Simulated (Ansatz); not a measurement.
```yaml
atoms:
  - { symbol: O, position_ang: [-1.5983, -0.0725, -0.4915] }
  - { symbol: Si, position_ang: [-0.2037, 0.5701, 0.0933] }
  - { symbol: Te, position_ang: [1.2365, -1.0901, 1.2822] }
  - { symbol: H, position_ang: [-1.5409, -0.9190, -0.9378] }
  - { symbol: H, position_ang: [0.6353, 1.1558, -0.9823] }
  - { symbol: H, position_ang: [-0.6220, 1.5984, 1.0698] }
  - { symbol: H, position_ang: [2.1545, -1.3107, -0.0794] }
```

Geometry: PBE0-D4/def2-TZVP; core potentials replace the inner electrons of Te.

Method: RKS PBE0-D4/def2-TZVPP (Ansatz 0.2.0).

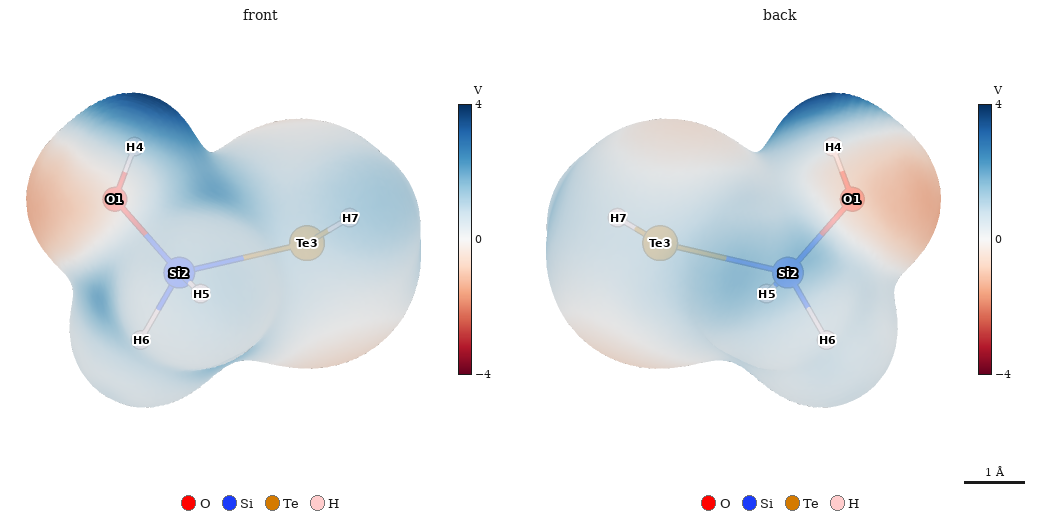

H₄OSiTe (SMILES O[SiH2][TeH]). The molecular electrostatic potential painted on the density surface at 0.004 e/bohr³, seen from the front and from behind; red is negative and blue positive.

**Describe the electrostatic potential map.**

The most negative region (about −1.3 V) lies over O1, the most positive (about +3.6 V) over H4. O1 is the likeliest acceptor of a hydrogen bond.
